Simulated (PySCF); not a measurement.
# HBS (hydrogen boron sulfide) at 3 levels

Aim: a comparison of 3 runs (BP86/cc-pVDZ, BP86/cc-pVTZ, BP86/cc-pVQZ) of HBS (hydrogen boron sulfide). Input form: a Python script.

The results are computed with PySCF 2.14.0.

**1. The molecule**

HBS: 3 atoms, total charge 0, spin state singlet. As SMILES, `B=S`. Geometry: relaxed at GFN2-xTB.

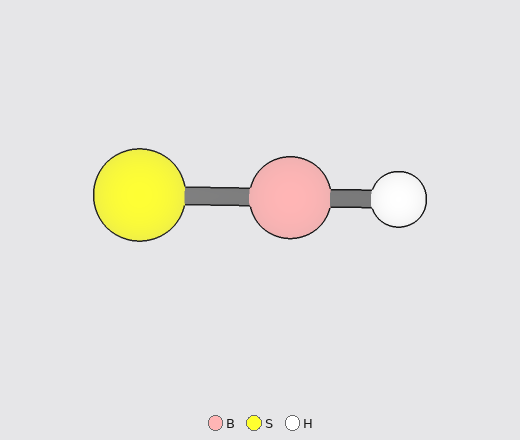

The structure, seen from a chosen angle (boron pink, sulfur yellow, hydrogen white).

**2. The polarisability at BP86/cc-pVDZ (run 1)**

Contents of input.py:

```python
import numpy
from pyscf import gto, dft
from pyscf.prop.polarizability import rks

mol = gto.M(
    atom='B -0.041030 -0.016100 0.142540; S 0.395320 0.146510 -1.379660; H -0.354300 -0.130410 1.237110',
    basis='cc-pvdz',
    max_memory=1860,
    spin=0,
    charge=0,
    verbose=4,
)

mf = dft.RKS(mol, xc='bp86')
mf.conv_tol = 1e-10
mf.grids.level = 4
mf.kernel()
if not mf.converged:
    mf = mf.newton().run(mf.mo_coeff, mf.mo_occ)

energy = mf.e_tot
print(f'total energy: {energy:.8f} hartree')
pol = rks.Polarizability(mf)
alpha = pol.polarizability()
print('isotropic polarizability %.4f bohr^3' % (numpy.trace(alpha) / 3))
alpha_w = pol.polarizability_with_freq(freq=0.0774)
```

Command:

```sh
$ OMP_NUM_THREADS=1 python input.py
```

What it wrote:

```text
PySCF version 2.14.0

[... 70 lines left out ...]
converged SCF energy = -423.6879501732
total energy: -423.68795017 hartree
[... 2 lines left out ...]
isotropic polarizability 25.5757 bohr^3
```

It took 44 s on 1 thread of Arm Neoverse V1, shared host; peak memory 0.25 GiB.

**3. The response to a field at BP86/cc-pVTZ (run 2)**

Contents of calc.py:

```python
# hydrogen boron sulfide
import numpy
from pyscf import gto, dft
from pyscf.prop.polarizability import rks

system = gto.Mole()
system.atom = [
    ('B', (-0.041030, -0.016100, 0.142540)),
    ('S', (0.395320, 0.146510, -1.379660)),
    ('H', (-0.354300, -0.130410, 1.237110)),
]
system.max_memory = 1860
system.basis = 'cc-pvtz'
system.charge = 0
system.verbose = 3
system.build()

mf = dft.RKS(system)
mf.xc = 'bp86'
mf.conv_tol = 1e-10
mf.grids.level = 4
mf.kernel()
if not mf.converged:
    mf = mf.newton().run(mf.mo_coeff, mf.mo_occ)

e_tot = mf.e_tot
print('Final energy', e_tot)
pol = rks.Polarizability(mf)
alpha = pol.polarizability()
print('isotropic polarizability %.4f bohr^3' % (numpy.trace(alpha) / 3))
alpha_w = pol.polarizability_with_freq(freq=0.0774)
```

Command:

```sh
$ OMP_NUM_THREADS=1 python calc.py
```

What it wrote:

```text
converged SCF energy = -423.711494903622
Final energy -423.71149490362154
isotropic polarizability 30.3179 bohr^3
```

It took 2.8 min on 1 thread of Arm Neoverse V1, shared host; peak memory 0.41 GiB.

**4. The polarisability at BP86/cc-pVQZ (run 3)**

Contents of input.py:

```python
import numpy
from pyscf import gto, dft
from pyscf.prop.polarizability import rks

molecule = gto.Mole()
molecule.atom = '''
B     -0.077535    -0.030425     0.269362
S      0.747047     0.276864    -2.607180
H     -0.669530    -0.246439     2.337799
'''
molecule.max_memory = 1860
molecule.charge = 0
molecule.verbose = 4
molecule.basis = 'cc-pvqz'
molecule.spin = 0
molecule.unit = 'bohr'
molecule.build()

mf = dft.RKS(molecule)
mf.xc = 'bp86'
mf.grids.level = 4
mf.conv_tol = 1e-10
mf.kernel()
if not mf.converged:
    mf = mf.newton().run(mf.mo_coeff, mf.mo_occ)

energy = mf.e_tot
print('E = %.10f Eh' % energy)
pol = rks.Polarizability(mf)
alpha = pol.polarizability()
print('isotropic polarizability %.4f bohr^3' % (numpy.trace(alpha) / 3))
alpha_w = pol.polarizability_with_freq(freq=0.0774)
```

Command:

```sh
$ OMP_NUM_THREADS=1 python input.py
```

What it wrote:

```text
PySCF version 2.14.0

[... 70 lines left out ...]
converged SCF energy = -423.717443750267
[... 3 lines left out ...]
isotropic polarizability 32.5576 bohr^3
```

It took 12 min on 1 thread of Arm Neoverse V1, shared host; peak memory 0.98 GiB.

**5. Overview of the runs**

| run | level | energy (Eh) | dipole moment (D) | HOMO energy (eV) | LUMO energy (eV) | wall time |
| --- | --- | --- | --- | --- | --- | --- |
| 1 | BP86/cc-pVDZ | -423.687950 | 1.20 | -7.43 | -1.98 | 44 s |
| 2 | BP86/cc-pVTZ | -423.711495 | 1.26 | -7.51 | -2.15 | 2.8 min |
| 3 | BP86/cc-pVQZ | -423.717444 | 1.24 | -7.51 | -2.18 | 12 min |

**6. Results**

| quantity | value |
| --- | --- |
| run 3: total energy | -423.71744 Eh |
| run 3: dipole moment | 1.24 D |
| run 3: HOMO energy | -7.51 eV |
| run 3: LUMO energy | -2.18 eV |
| run 3: HOMO–LUMO gap | 5.33 eV |
| run 3: mean static polarisability | 32.6 bohr³ |
| run 3: mean polarisability at ω = 0.0774 Eh | 33.8 bohr³ |

The dipole moment (its size) runs from 1.20 D (BP86/cc-pVDZ) to 1.26 D (BP86/cc-pVTZ). The HOMO–LUMO gap runs from 5.33 eV (BP86/cc-pVQZ) to 5.44 eV (BP86/cc-pVDZ). All runs together took 15 min, the longest 12 min.
